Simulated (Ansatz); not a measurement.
**The cluster GeTe₄: inputs that go wrong**

2 inputs were typed for the cluster GeTe₄. Each is run as it stands; the log then has to tell whether the result can be used.

Computed with Ansatz 0.2.0, Gaussian basis. Level: the settings change from run to run.

4 further runs of the same task are left out: 2 that didn't finish, 2 set aside as unsound or not needed. Runs told in other sessions of the task aren't counted.

### Step 1. The molecule

The geometry comes from an earlier relaxation with PBE-D4/def2-SVP; it is a stationary point. Te takes a core potential in def2 sets; no spin-orbit term is included.

5 atoms, charge 0, spin multiplicity 1.

Atoms are counted from 1 here; the program's logs count them from 0.

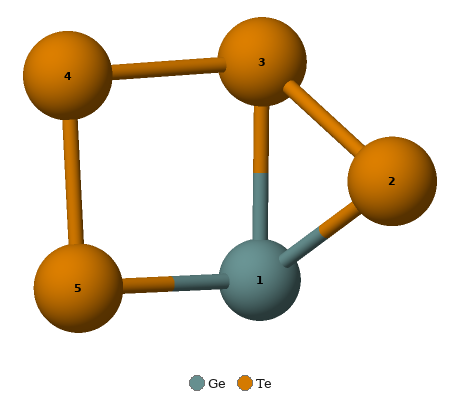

The structure; germanium teal, tellurium orange; atoms are numbered from 1 in the order of the file.

### Step 2. Input 1

File in.yaml:

```yaml
crystal:
  periodic: [false, false, false]
  atoms:
    - {symbol: Ge, position_ang: [-0.884617, -0.427816, -1.452343]}
    - {symbol: Te, position_ang: [-1.145171, 2.109459, -0.466608]}
    - {symbol: Te, position_ang: [-1.236765, 0.023960, 1.313928]}
    - {symbol: Te, position_ang: [1.458572, -0.756388, 1.663521]}
    - {symbol: Te, position_ang: [1.807981, -0.949215, -1.058489]}
basis:
  gaussian: {orbitals: def2-SVP, fitting: {mean_field: cc-pVTZ-jkfit}}
hamiltonian: {xc: {name: BLYP}}
```

Started as:

```bash
$ ansatz run in.yaml --threads 4 --pin off --events-out ev --progress --plain --max-ram 4787MiB
```

What it wrote:

```text
Functional definition: BLYP
  name "BLYP"
  cite "Becke, Phys. Rev. A 38, 3098 (1988) doi:10.1103/PhysRevA.38.3098"
  cite "Lee, Yang & Parr, Phys. Rev. B 37, 785 (1988) doi:10.1103/PhysRevB.37.785"
  parameter beta = 0.0042
  parameter a = 0.04918
  parameter b = 0.132
  parameter c = 0.2533
  parameter d = 0.349
  exchange = b88_x(beta = beta)
  correlation = lyp_c(a = a, b = b, c = c, d = d)
Error: <dir> the basis set cc-pVTZ-JKFIT has no functions for Te
```

Wall time 0.1 s (4 threads of Arm Neoverse V1, shared host).

**Diagnosis.** Refused before any calculation. The fitting set named has no entry for an element of this molecule. Cure: leave the fitting key out, or name a set that covers all elements and suits the basis.

### Step 3. Input 2

File in.yaml:

```yaml
crystal:
  periodic: [false, false, false]
  atoms:
    - {symbol: Ge, position_ang: [-1.671684, -0.808455, -2.744531]}
    - {symbol: Te, position_ang: [-2.164060, 3.986302, -0.881761]}
    - {symbol: Te, position_ang: [-2.337149, 0.045278, 2.482965]}
    - {symbol: Te, position_ang: [2.756302, -1.429367, 3.143601]}
    - {symbol: Te, position_ang: [3.416591, -1.793758, -2.000255]}
basis:
  gaussian: {orbitals: def2-SVPD, nuclear_model: gaussian}
hamiltonian: {xc: {name: BLYP}}
scf: {omitted_lower_state_checks: [starts]}
```

Same command.

What it wrote (excerpt; [...] marks lines left out):

```text
Functional definition: BLYP
  name "BLYP"
  cite "Becke, Phys. Rev. A 38, 3098 (1988) doi:10.1103/PhysRevA.38.3098"
  cite "Lee, Yang & Parr, Phys. Rev. B 37, 785 (1988) doi:10.1103/PhysRevB.37.785"
[...]
1929 factors; their error is unknown
[...]
mean field -85671.88309701 eV, -3148.3836333269 hartree, gradient 2.4e-6 eV, S^2 0.000000; 0 other end points of the search recorded, 0 dependent functions left out
reference -85671.88355665 eV, -3148.3836502187 hartree; 64, 64 occupied and 114, 114 virtual orbitals, 1929 factors
Total energy: -85671.88355665 eV, -3148.3836502187 hartree
Checks for a lower state left out: starts
```

It took 17 s on 4 threads of Arm Neoverse V1, shared host; peak memory 0.56 GiB.

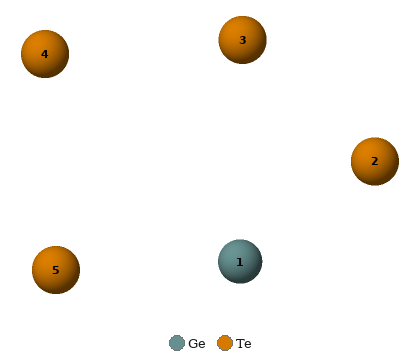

The geometry of this input.

Diagnosis: The run converged, but a converged run isn't a right one. The coordinates are in bohr but typed as ångström. The shortest distance is 5.17 Å (Ge1–Te2), against 2.73 Å in the relaxed molecule. Its energy is no property of the relaxed molecule. To mend it, take the coordinates from the file in ångström.

### Step 4. How the tries ended

```tsv
input	level	ended	cause	time
1	BLYP/def2-SVP	refused	the fitting set named has no entry for an element of this molecule	0.1 s
2	BLYP/def2-SVPD	converged	the coordinates are in bohr but typed as ångström	17 s
```

In words: 1 refused, 1 converged. A refusal costs next to no computing time. The dangerous case is the input that converges on a wrong geometry, charge, spin, basis or grid: often only a look at the input shows it.
